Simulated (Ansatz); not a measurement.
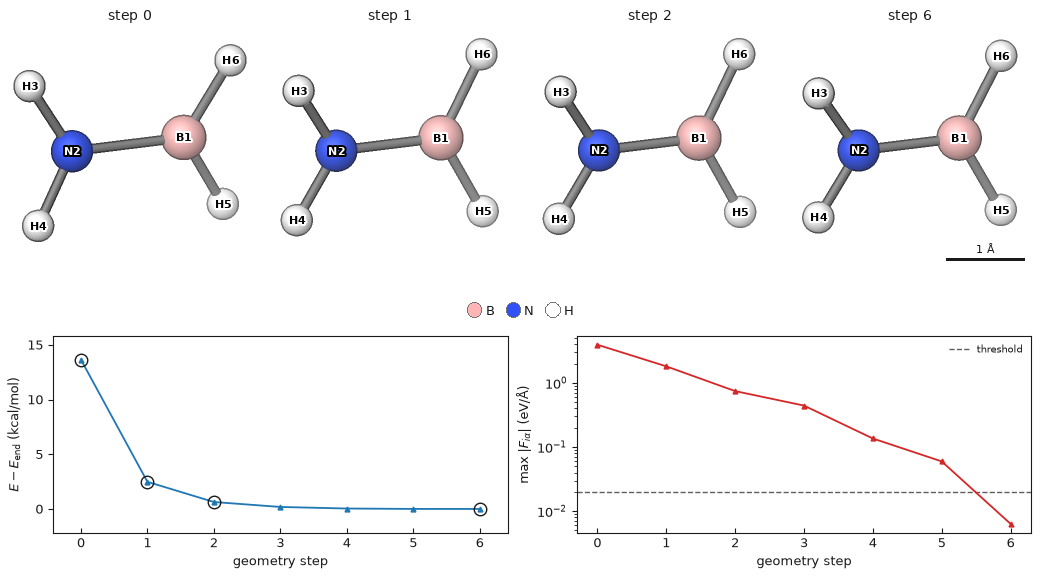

Frames of a relaxation of BNH4, marked on the history of the run. Style: ball-and-stick. Shown at a tilt.

The run prepares the start of a later molecular dynamics calculation, from a guessed geometry.

Theory: RKS PBE/def2-TZVP (Ansatz).

The input:
```yaml
crystal:
  periodic: [false, false, false]
  atoms:
    - { symbol: B, position_ang: [0.0, 0.0, 0.0] }
    - { symbol: "N", position_ang: [0.0, 0.0, 1.55] }
    - { symbol: H, position_ang: [-0.877, -0.2713, 2.08] }
    - { symbol: H, position_ang: [0.877, 0.2713, 2.08] }
    - { symbol: H, position_ang: [1.0305, 0.0, -0.595] }
    - { symbol: H, position_ang: [-1.0305, 0.0, -0.595] }
basis:
  gaussian: { orbitals: def2-TZVP }
hamiltonian:
  xc: pbe
relax:
  f_tol: 0.02
  max_steps: 40
```

Run as
```bash
ansatz run input.yaml --threads 2 --pin off --max-ram 3072MiB --backend cpu --events-out ev --progress --plain --runs-dir out
```

Question: Describe the path.

Answer: Over 6 geometry steps the energy falls by 13.6 kcal/mol. Largest force component: 4 eV/Å at the start, 0.0063 eV/Å at the end. The largest moves after the best rigid fit, 0.18 Å, are those of H3 and H4. By element the largest moves are H 0.18 Å, N 0.09 Å, B 0.06 Å. Near-neighbour distances that change, for instance: B1–N2 1.550 → 1.393 Å, N2–H3 1.060 → 1.015 Å, B1–H5 1.190 → 1.203 Å. Bond angles that change, for instance: H3–N2–H4 120.0° → 113.3°, B1–N2–H3 120.0° → 123.4°, H5–B1–H6 120.0° → 122.3°. From step 0 to 1: H atoms move most (0.19 Å), energy −11.2 kcal/mol. From step 1 to 2: N2 moves most (0.04 Å), energy −1.85 kcal/mol. From step 2 to 6: H atoms move most (0.04 Å), energy −0.63 kcal/mol.

```
step  E − E(0), kcal/mol  largest force component, eV/Å
   0                0.00                         3.9528
   1              -11.16                         1.8199
   2              -13.01                         0.7475
   3              -13.46                         0.4441
   4              -13.61                         0.1362
   5              -13.64                         0.0598
   6              -13.64                         0.0063
```
